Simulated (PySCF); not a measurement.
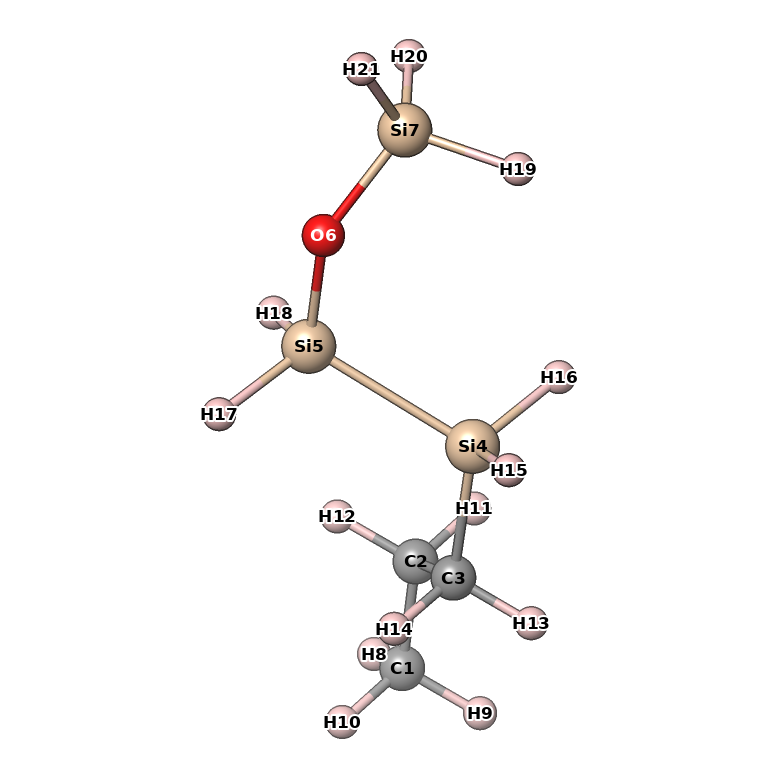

C2 lies behind C3. The molecule seen a little off the C3–C2 bond, C3 in front. Depth is shown by fading: the farther an atom, the more it takes the colour of the background. The computed structure is the end point of a PBE0-D3(BJ)/def2-SVP optimisation. No frequency run is at hand to confirm it as a minimum.

What is the torsion angle Si4–C3–C2–C1? The sign is positive where the front bond must turn clockwise to cover the back bond.

Answer. 179°, antiperiplanar (anti). The bonds about C3–C2 are staggered.
